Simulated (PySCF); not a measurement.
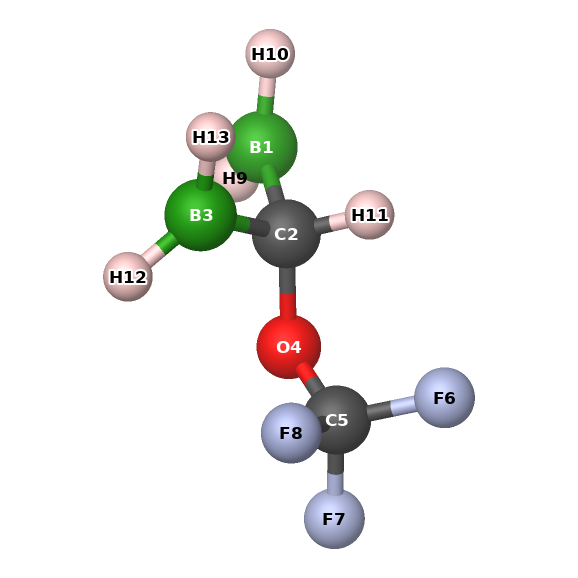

The computed structure is the end point of a GFN2-xTB optimisation. No frequency run is at hand to confirm it as a minimum. Electric field gradients from the ground-state density, B3LYP/pcJ-1 (PySCF 2.14.0), non-relativistic apart from any core potentials.

Give the largest field-gradient component, the quadrupole coupling constant and the asymmetry for 11B at B1 (Q = 40.59 mb), 11B at B3 (Q = 40.59 mb), 17O at O4 (Q = −25.6 mb), 2H at H9 (Q = 2.86 mb), 2H at H10 (Q = 2.86 mb).

```
atom  V_zz (a.u.)  e²qQ/h (MHz)     η
  B1        0.613          5.85  0.15
  B3        0.615          5.87  0.15
  O4        1.882        −11.32  0.87
  H9        0.238         0.160  0.13
 H10        0.236         0.159  0.12
```

The geometry is semi-empirical. Around B such bond lengths and angles can be off by a tenth of an ångström or more and by several degrees, and values that hang on the shape move with them.
